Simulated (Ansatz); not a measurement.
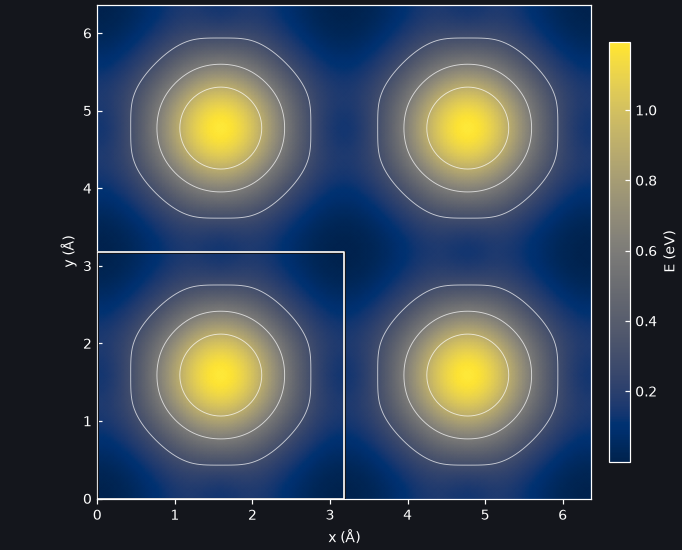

F on a W(100) slab cut from the Im-3m phase, its upper half relaxed before the scan (16 atoms of substrate and one adsorbate in a 2 × 2 cell). F is moved over the surface cell; relaxed at each place: the height of the adsorbate's atoms; substrate rigid; the origin of the map has the adsorbate above W13. Places are given modulo a cell vector. The map is drawn in real space over the plane of the surface. The grid has 8 × 8 points; 15 points were computed and 49 follow by symmetry. Places are given in fractions of the 1 × 1 surface cell. All energies are given in eV relative to the lowest grid point. The runs have no spin polarisation; a magnetic state may lie lower. This map comes from Ansatz, DFT PBE, scalar-relativistic, plane waves, PAW. Settings: cutoff 420 eV, k-mesh 4×4×1, gaussian smearing 0.1 eV, no spin polarisation.

The picture shows a smooth colour map with a few white contour lines, the outline of one cell of the 2 × 2 shown. Between grid points the surface is interpolated.

The lowest grid point is at the top site over a surface W atom, (0/8, 0/8) of the cell vectors. There is a further well near a bridge site between two W atoms, (0/8, 4/8) of the cell vectors (0.14 eV above the lowest at that grid point). The highest grid point, a fourfold hollow over a second-layer W atom, (4/8, 4/8) of the cell vectors, lies 1.19 eV above the lowest. On the interpolated surface the easiest way out of the lowest well to the well at a bridge site between two W atoms, (4/8, 0/8) of the cell vectors passes a barrier of about 0.16 eV. At the lowest point the adsorbate has 1 W at 1.91 Å as nearest neighbours, at the highest 4 W at 2.69 Å. Its relaxed height above the top atom is 1.91 Å at the lowest and 1.47 Å at the highest point.

F is replaced by Se; all else is set up alike. 

What will the new map look like?

The minimum (interpolated where it lies between grid points) moves from the top site over a surface W atom, (0/8, 0/8) of the cell vectors to a fourfold hollow over a second-layer W atom, (4/8, 4/8) of the cell vectors. The highest place moves from a fourfold hollow over a second-layer W atom, (4/8, 4/8) of the cell vectors to the top site over a surface W atom, (0/8, 0/8) of the cell vectors. The span from the lowest to the highest grid point grows from 1.19 to 1.88 eV. The easiest pass out of the lowest well goes from about 0.16 to about 1.1 eV on the interpolated surfaces. In the new map: at the lowest point the adsorbate has 4 W at 2.64 Å as nearest neighbours, at the highest 1 W at 2.34 Å. Its relaxed height above the top atom is 1.39 Å at the lowest and 2.34 Å at the highest point.

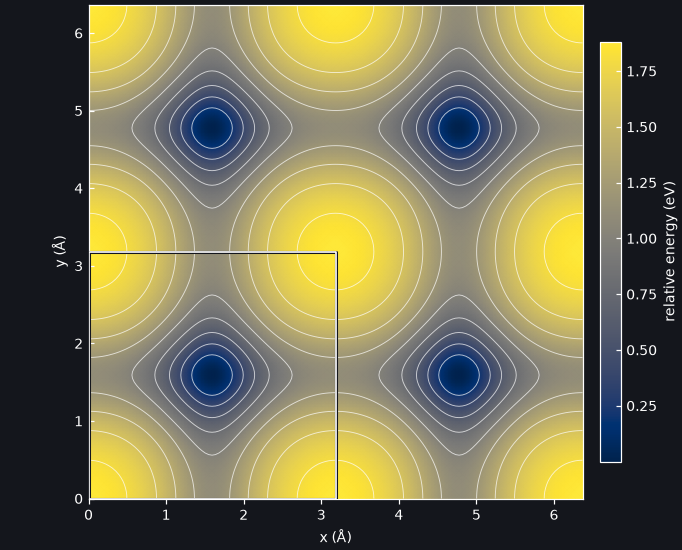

The map after the change, on a colour scale of its own. The picture shows a smooth colour map with a few white contour lines, the outline of one cell of the 2 × 2 shown. Between grid points the surface is interpolated.

PAW datasets: the set soft_1.
